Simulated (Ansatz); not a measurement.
**Amorphous In$_{24}$O$_{39}$Lu$_{2}$**

Preparation: random packing, a CHGNet melt and quench, and a DFT relaxation. O atoms were pushed apart under 1.9 Å during the dynamics, to hinder bonds among them. The hot cell started wider than the set density and was brought back towards it in steps. It is the lowest in DFT energy of 2 quenches. It is a model cell: composition and starting density were chosen by hand, and all elements were melted together. No dispersion term was used.

Methods: PBE, scalar-relativistic without spin-orbit coupling (Ansatz, a first-principles code); r2SCAN, scalar-relativistic without spin-orbit coupling (Ansatz); HSE06, scalar-relativistic without spin-orbit coupling (Ansatz). Geometry, pressure, stress and energy are those of the PBE run. Its sampling: a 2×2×2 Γ-centred mesh; Fermi-Dirac width 0.02 eV; no spin polarisation. Other functionals are single points at the zone centre (r2SCAN at 500 eV; exact exchange cut at the cell's faces), free to take moments where seeds were set. At PBE the levels at the filled edge of the gap are localised (band-tail or defect states).

```yaml
number_of_atoms_in_the_cell: 65
Density (volume relaxed, without dispersion): 6.53 g/cm³
volume_per_atom: 14.59 Å^3
Pressure on a 2×2×2 Γ-centred mesh: 1.1 kbar
Largest force and stress component on that mesh (the relaxation ran on the zone centre alone): 0.05 eV/Å and 0.2 GPa
Level gap on a 2×2×2 Γ-centred mesh (PBE): 0.63 eV
Level gap at the zone centre (PBE): 0.64 eV
Level gap at the zone centre (r2SCAN): 1.09 eV
Level gap at the zone centre (HSE06): 2.08 eV
```

Cut-offs for bonds: In-In 3.12 Å, In-O 2.58 Å, In-Lu 3.62 Å, O-O 1.58 Å, O-Lu 2.78 Å, Lu-Lu 4.11 Å. Two cations that share two anions don't count as bonded, nor two that share one unless they lie closer than In-In 3.04 Å, In-Lu 3.52 Å, Lu-Lu 4.00 Å.

```yaml
Mean coordination of In by anions: 5.08 (3 with 4, 16 with 5, 5 with 6); 1 close contacts or bonds to cations besides
Mean coordination of O: 3.44 (22 with 3, 17 with 4)
Mean coordination of Lu by anions: 6.00 (2 with 6); 1 close contacts or bonds to cations besides
Mean In-O bond: 2.179 Å (spread 0.096 Å, 122 counted)
Mean O-Lu bond: 2.273 Å (spread 0.082 Å, 12 counted)
```

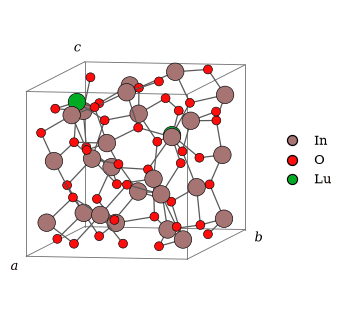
Figure: The relaxed cell

Its density started from a set value of 6.73 g/cm³. The simulated quench (nominally 280 K/ps over its main leg) is rapid and tends to freeze in more defects than a deposited or slowly cooled glass has. One small periodic cell is one sample of the glass; other quenches scatter about these values. Volume and shape were free in the relaxation.
